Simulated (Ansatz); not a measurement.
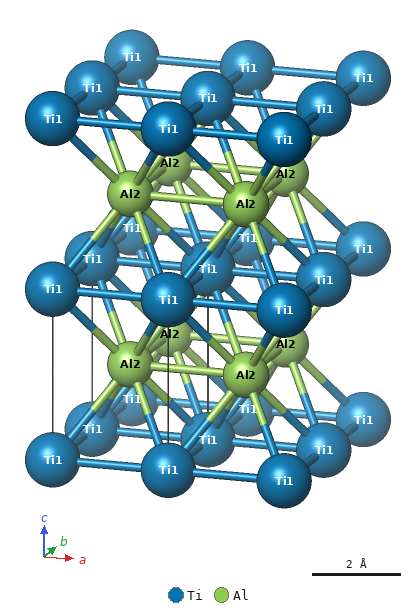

This is solid TiAl (set up in P4/mmm). The picture is a ball-and-stick view of the cell of the calculation, repeated 2 × 2 × 2 with one cell outlined, seen slightly off an axis.

All numbers below come from DFT r2SCAN, scalar-relativistic, plane waves, PAW in Ansatz. (plane-wave cutoff 500 eV; k-point mesh 14 × 14 × 10; occupations gaussian; smearing width 0.1 eV; no spin polarisation)

Now this is done to it. The volume is changed by −9.0 %. The atoms are relaxed in that cell.

Q: Predict the response.

A: The drawn cell changes as follows: a = b 2.811 → 2.724 Å (−3.1 %), c 4.065 → 3.939 Å (−3.1 %); the volume changes by −9.0 %. The atoms keep their places relative to the cell (all moves are under 0.005 Å). Among the bonded contacts that change: Al–Ti 2.843 → 2.755 Å, Ti–Ti 2.811 → 2.724 Å, Al–Al 2.811 → 2.724 Å. The space group stays P4/mmm (No. 123). It costs 56.8 meV per atom. The pressure goes from 0.0 to 13.7 GPa.

The changed structure in the same view:

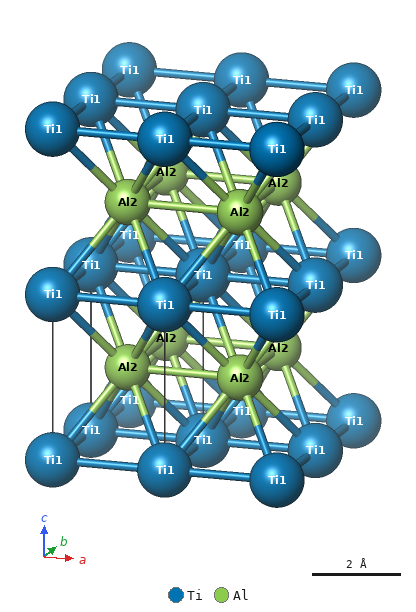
